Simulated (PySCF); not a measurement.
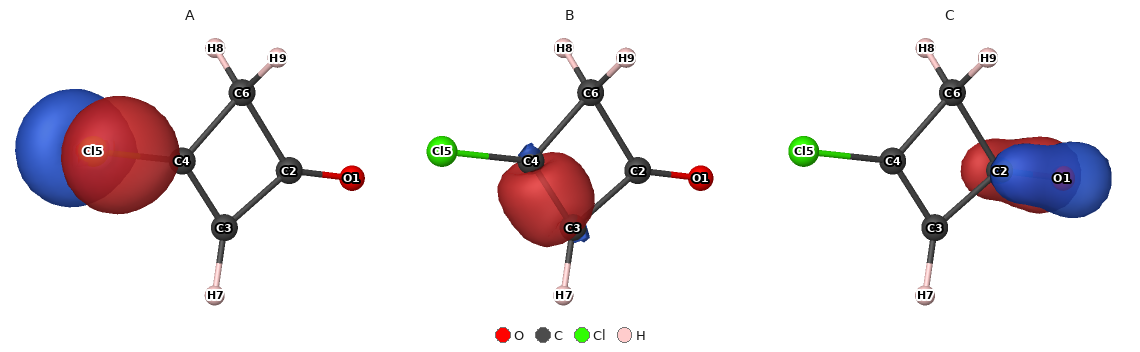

Figure. C$_{4}$H$_{3}$ClO, SMILES `O=C1C=C(Cl)C1`. Pipek–Mezey orbitals, occupied; each surface holds about 70 % of the orbital's density. Energies are diagonal elements of the Fock matrix.

PySCF calculation, LDA (SVWN)/def2-TZVP, gas phase; geometry: GFN2-xTB. No frequency check shows the geometry to be a minimum. GFN2-xTB bond lengths at metals and heavier atoms can be off by up to 0.1 Å and shapes distorted, which carries into these values.

The calculation's input:

```python
import numpy as np
from pyscf import gto, scf, dft, lo
from pyscf.data.elements import chemcore

def solve(mol, dm0=None, hcore=None):
    mf = (dft.UKS if mol.spin else dft.RKS)(mol, xc='svwn')
    mf.grids.level = 3
    mf = mf.density_fit(auxbasis='def2-universal-jkfit')
    mf.conv_tol, mf.max_cycle = 1e-8, 80
    if hcore is not None:
        mf.get_hcore = lambda *args: hcore
    mf.kernel(dm0)
    if not mf.converged:
        mf = mf.newton().run(mf.mo_coeff, mf.mo_occ, max_cycle=30)
    assert mf.converged, 'SCF not converged'
    return mf

mol = gto.M(atom='''
O      2.76156    -0.08788    -0.00103
C      1.56815    -0.05387     0.00019
C      0.47057    -1.03461     0.00082
C     -0.45137    -0.05212     0.00043
Cl    -2.13378    -0.02252    -0.00044
C      0.52884     1.09777     0.00072
H      0.42601    -2.10641     0.00108
H      0.52917     1.72507    -0.88879
H      0.52938     1.72417     0.89036
''', basis='def2-tzvp', charge=0, spin=0, verbose=4)
mf = solve(mol)
occ_all = mf.mo_coeff[:, mf.mo_occ > 0]
occ = occ_all[:, chemcore(mol):]
pm = lo.PM(mol, occ, pop_method='meta_lowdin')
loc = pm.kernel()
for _ in range(5):
    new, stable = pm.stability_jacobi(return_status=True)
    if stable:
        break
    loc = pm.kernel(new)
fock, s = mf.get_fock(), mf.get_ovlp()
ortho = lo.orth_ao(mol, 'meta_lowdin')
labels = mol.ao_labels(fmt=None)
vir = loc[:, :0]
both = np.hstack([loc, vir])
p = (ortho.T @ s @ both) ** 2
pop = np.array([p[[l[0] == a for l in labels]].sum(0) for a in range(mol.natm)])
spd = np.array([[p[[l[0] == a and l[2][-1] == k for l in labels]].sum(0) for k in 'spd'] for a in range(mol.natm)])
eps = np.einsum('pi,pq,qi->i', both, fock, both)
for i in np.argsort(eps):
    top = np.argsort(-pop[:, i])[:3]
    print('%3d %s %9.4f Eh ' % (i + 1, 'occ' if i < loc.shape[1] else 'vir', eps[i]), '  '.join('%s%d %.3f' % (mol.atom_symbol(a), a + 1, pop[a, i]) for a in top))
np.savez('result.npz', c=both, nocc=loc.shape[1], pop=pop, spd=spd, eps=eps, e=mf.e_tot)
```

Command:

```sh
OMP_NUM_THREADS=1 python input.py
```

The run took 53 s on 1 thread of Intel(R) Xeon(R) Processor @ 2.50GHz (Skylake/Cascade Lake), with other jobs on the host, peak memory 0.35 GiB.

What does each orbital represent in a Lewis picture?

By panel:
- A: lone pair on Cl5 (p-type) (Cl5 93 %, C4 4 %; −9.2 eV)
- B: σ bond C4–C3 (C4 51 %, C3 48 %; −16.3 eV)
- C: π bond O1–C2 (O1 66 %, C2 33 %; −9.9 eV)

Which has the smallest and which the largest spatial spread?

Smallest: B (0.76 Å); largest: A (1.22 Å).
